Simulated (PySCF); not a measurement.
# BHBr (SMILES [BH]Br) at UB3LYP/STO-3G

What is the energy change on altering one bond length of BHBr at UB3LYP/STO-3G? 

The results are computed with PySCF 2.14.0.

19 further runs of the same task are left out: 8 that didn't finish, 11 set aside as unsound or not needed.

## 1. The molecule

The species is BHBr (3 atoms), meant as a doublet with charge 0. As SMILES, `[BH]Br`. Geometry: relaxed at PBE0-D4/def2-TZVP.

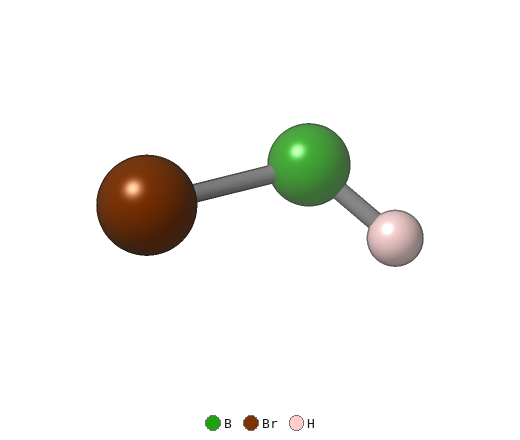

The structure, seen from a chosen angle (boron green, bromine brown, hydrogen pink).

## 2. A single-point energy at UB3LYP/STO-3G

The input, calc.py:

```python
from pyscf import gto, dft

system = gto.Mole()
system.atom = [
    ('B', (-0.094500, -0.523000, -0.115700)),
    ('Br', (1.181000, 0.563200, 0.709800)),
    ('H', (-1.097400, -0.105000, -0.607300)),
]
system.basis = 'sto-3g'
system.spin = 1
system.verbose = 3
system.max_memory = 1860
system.build()

mf = dft.UKS(system)
mf.xc = 'b3lyp'
mf.grids.level = 5
mf.conv_tol = 1e-10
mf.kernel()
if not mf.converged:
    mf = mf.newton().run(mf.mo_coeff, mf.mo_occ)

etot = mf.e_tot
print('Final energy', etot)
```

Launch:

```
$ OMP_NUM_THREADS=1 python calc.py
```

Standard output:

```text
WARN: HOMO -0.195532539317036 >= LUMO -0.195532539317035

converged SCF energy = -2571.05737153008  <S^2> = 0.75231466  2S+1 = 2.0023133
Final energy -2571.057371530077
```

It took 3.9 s on 1 thread of Arm Neoverse V1, shared host; peak memory 0.21 GiB.

## 3. The distorted shape, same level

The input, run.py:

```python
from pyscf import gto, dft

molecule = gto.M(
    atom='B -1.114899 -1.391959 -0.776100; Br 1.181000 0.563200 0.709800; H -2.117799 -0.973959 -1.267700',
    basis='sto-3g',
    spin=1,
    max_memory=1860,
    verbose=4,
)

mf = dft.UKS(molecule, xc='b3lyp')
mf.grids.level = 5
mf.conv_tol = 1e-10
mf.kernel()
if not mf.converged:
    mf = mf.newton().run(mf.mo_coeff, mf.mo_occ)

etot = mf.e_tot
print('E(%s) = %.9f' % ('B3LYP', etot))
```

Launch:

```
$ OMP_NUM_THREADS=1 python run.py
```

Standard output:

```text
PySCF version 2.14.0

[INPUT] num. atoms = 3
[INPUT] num. electrons = 41
[INPUT] charge = 0
[INPUT] spin (= nelec alpha-beta = 2S) = 1
[INPUT] symmetry False subgroup None
[INPUT] Mole.unit = angstrom
[INPUT] Symbol           X                Y                Z      unit          X                Y                Z       unit  Magmom
[INPUT]  1 B     -1.114899000000  -1.391959000000  -0.776100000000 AA   -2.106853766551  -2.630421286623  -1.466616445275 Bohr   0.0
[INPUT]  2 Br     1.181000000000   0.563200000000   0.709800000000 AA    2.231766553111   1.064293753355   1.341327603216 Bohr   0.0
[INPUT]  3 H     -2.117799000000  -0.973959000000  -1.267700000000 AA   -4.002060096878  -1.840515766555  -2.395605808111 Bohr   0.0

nuclear repulsion = 34.2368704380977
number of shells = 12
number of NR pGTOs = 72
number of NR cGTOs = 24
basis = sto-3g
ecp = {}

[... 34 lines left out ...]
WARN: HOMO -0.228513810480702 >= LUMO -0.228513810480672
[... 74 lines left out ...]
converged SCF energy = -2570.87585777549  <S^2> = 0.96269613  2S+1 = 2.2024497
E(B3LYP) = -2570.875857775
```

Wall time 6.6 s (1 thread of Arm Neoverse V1, shared host); peak memory 0.21 GiB.

## 4. What came out

At UB3LYP/STO-3G:

| quantity | value |
| --- | --- |
| first shape: total energy | -2571.05737 Eh |
| first shape: dipole moment | 0.09 D |
| first shape: HOMO energy (highest over α and β) | -3.11 eV |
| first shape: LUMO energy (lowest over α and β) | 1.08 eV |
| first shape: ⟨S²⟩ | 0.752 |
| distorted shape: total energy | -2570.87586 Eh |
| distorted shape: dipole moment | 2.64 D |
| distorted shape: HOMO energy (highest over α and β) | -3.88 eV |
| distorted shape: LUMO energy (lowest over α and β) | -1.75 eV |
| distorted shape: ⟨S²⟩ | 0.963 |
| energy change with the B1–Br2 bond stretched from 1.868 to 3.362 Å | 4.939 eV |

What this shows: With the B1–Br2 bond stretched from 1.868 to 3.362 Å the energy rises by 4.94 eV (477 kJ/mol). The first shape isn't relaxed at this level, so the change isn't measured from a minimum. The minimal basis adds a large error of its own. ⟨S²⟩ (distorted shape) is 0.96 where a pure doublet has 0.75: the reference is spin-contaminated.
